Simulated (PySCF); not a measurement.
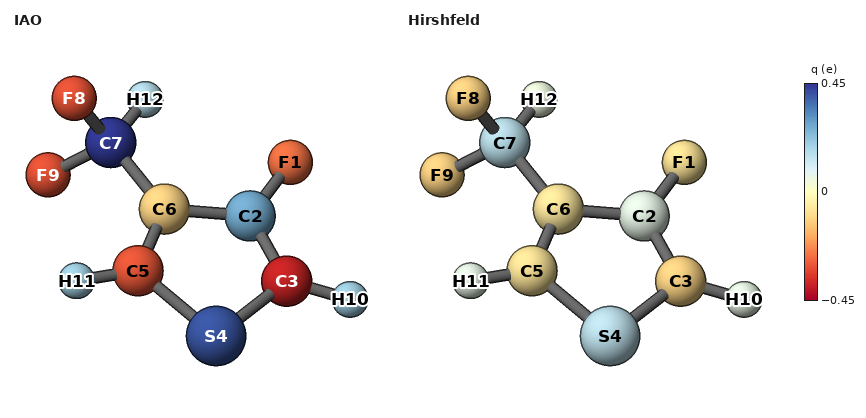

Atomic charges of one calculation by 2 schemes, on one colour scale. The computed structure is the end point of a GFN2-xTB optimisation. No frequency run is at hand to confirm it as a minimum. Method: PBE0/pcSseg-1 (PySCF 2.14.0).

**Which scheme gives the most polar picture (largest mean size of the charges)?**

The IAO charges are the largest in size here.

**On which atom do the schemes disagree most?**

On C7 (from 0.15 to 0.44 e).

List the charges (e), one line for each set of equivalent atoms.

```tsv
atom	IAO	Hirshfeld
F1	−0.26	−0.07
C2	0.27	0.07
C3	−0.38	−0.11
S4	0.40	0.14
C5	−0.30	−0.07
C6	−0.11	−0.06
C7	0.44	0.15
F8, F9	−0.30	−0.11
H10	0.19	0.06
H11	0.19	0.07
H12	0.15	0.05
```
